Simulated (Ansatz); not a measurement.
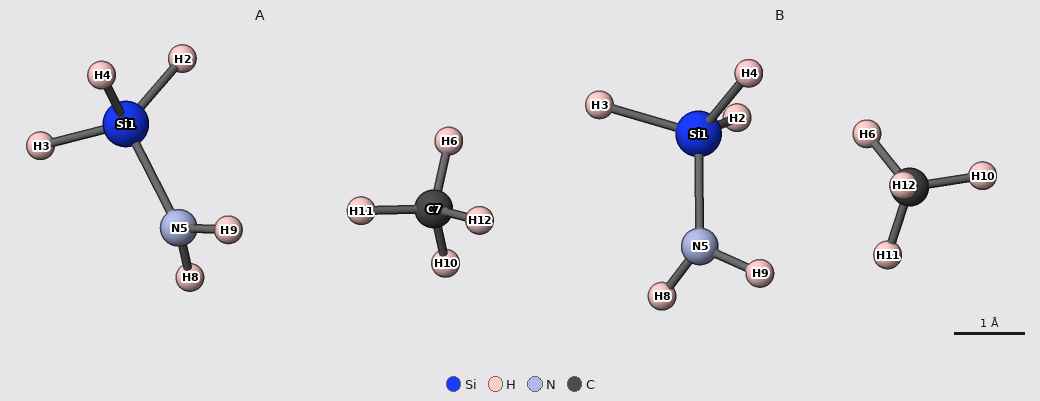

Two geometries of CH9NSi, drawn at one scale. One is the start of a relaxation, the other its converged end. A ball-and-stick model, seen at a tilt.

Level of theory: Ansatz 0.2.0, UKS B3LYP/def2-SVP. Set-up: collinear spin; force threshold 0.03 eV/Å; at most 50 steps.

**Which of the two is the end point?**

Structure A is the relaxed one. The run prepares an end point of a later path (reaction) calculation, from a guessed geometry. The atom that moves furthest after the best rigid fit is H4 (1.90 Å). Largest moves by element: H 1.90 Å, Si 0.80 Å, C 0.74 Å, N 0.27 Å. Among the contacts that change: Si1–H2 1.449 → 1.500 Å, H6–C7 1.083 → 1.099 Å, Si1–N5 1.734 → 1.738 Å. The energy falls by 0.272 eV in 32 accepted moves (35 points after the start). Largest force component: 0.92 eV/Å at the start, 0.022 eV/Å at the end. The line search rejected the trial steps at points 3, 5, 19 of the run. The forces were under the threshold at step 6, but the run went on from there.
